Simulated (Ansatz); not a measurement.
**C₂H₅NOSi: density, localisation and related maps**

```csv
atom,x (Å),y (Å),z (Å)
O,-1.7779,1.2917,0.1796
C,-0.5779,0.9686,0.7829
N,-0.4541,-0.3580,1.4299
C,0.1264,-0.2000,0.3162
Si,1.1133,-1.1334,-0.9578
H,-2.3768,1.6388,0.8479
H,-0.0584,1.7999,1.2554
H,0.3453,-1.1211,-2.2251
H,1.3433,-2.5190,-0.4855
H,2.4000,-0.4186,-1.1408
```

Geometry: PBE0-D4/def2-TZVP.

These are results of RKS PBE0-D4/def2-TZVPP in Ansatz, not measurements.

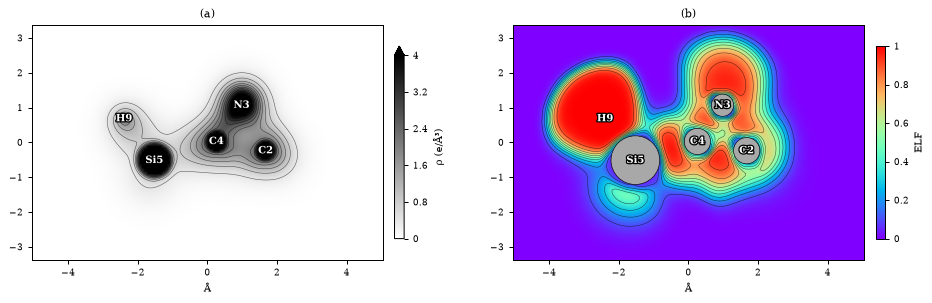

Figure 1. (a) electron density; (b) electron localisation function on the plane of atoms N3, C4 and Si5. Grey discs cover the atomic cores in the ELF map.

> What do the fields say about this system?

Atoms in the plane: C, N, Si and H. C–N (1.27 Å): ρ at the midpoint is about 2.9 e/Å³; the ELF peaks at about 0.85 between the atoms; a multiple bond. C–C (1.44 Å): ρ at the midpoint is about 1.8 e/Å³; the ELF peaks at about 0.80 between the atoms: a covalent bond. C–Si (1.86 Å): ρ at the midpoint is about 0.95 e/Å³; the ELF peaks at about 0.95 between the atoms; a shared electron pair. Si–H (1.48 Å): ρ at the midpoint is about 0.82 e/Å³; the ELF climbs to about 1 towards the hydrogen, as it does in any bond to H. The ELF also peaks beside N3, away from the bonds: lone-pair regions.

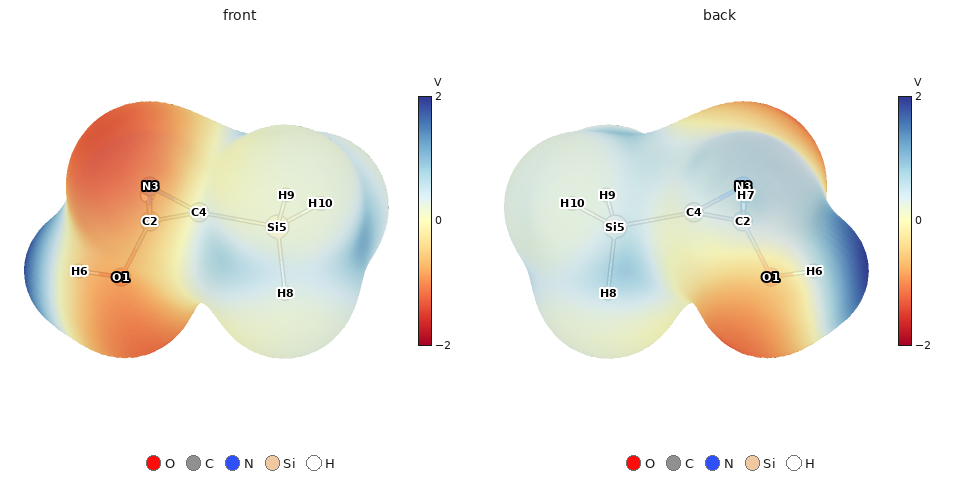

Figure 2. The electrostatic potential painted on the density surface at 0.001 e/bohr³, seen from the front and from behind; red is negative and blue positive.

> Describe the electrostatic potential map.

The most negative region (about −1.4 V, or −32 kcal/mol for a unit charge) lies over N3, the most positive (about +1.9 V, or +44 kcal/mol for a unit charge) over H6. N3 is the likeliest acceptor of a hydrogen bond.

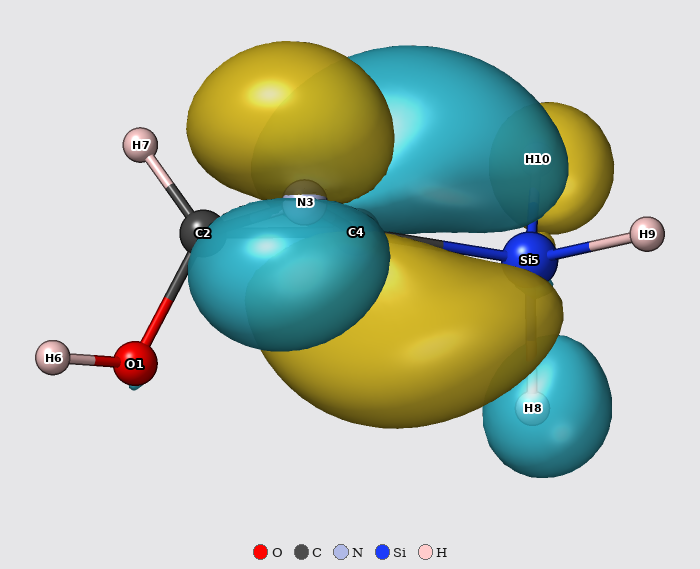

Figure 3. The LUMO at ±0.1 Å⁻³ᐟ² (yellow and cyan are the two phases), seen at a tilt.

> Where does this orbital lie, and at what energy?

It lies mainly on N3 (about 35 %), C4 (about 35 %) and Si5 (about 15 %); π-antibonding (π*) across N3–C4. Its energy is −1.19 eV.

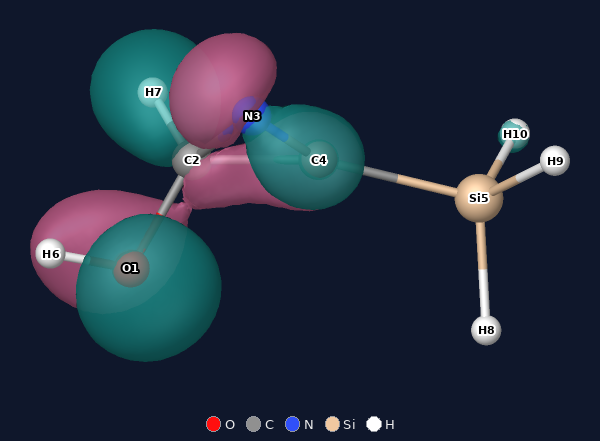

Figure 4. The HOMO−1 at ±0.15 Å⁻³ᐟ² (teal and pink are the two phases), seen across its widest extent.

> What is the character of this orbital?

By Hirshfeld shares it lies mainly on O1 (about 50 %), N3 (about 15 %), C2 (about 10 %), H7 (about 10 %) and C4 (about 10 %). Its energy is −8.77 eV.
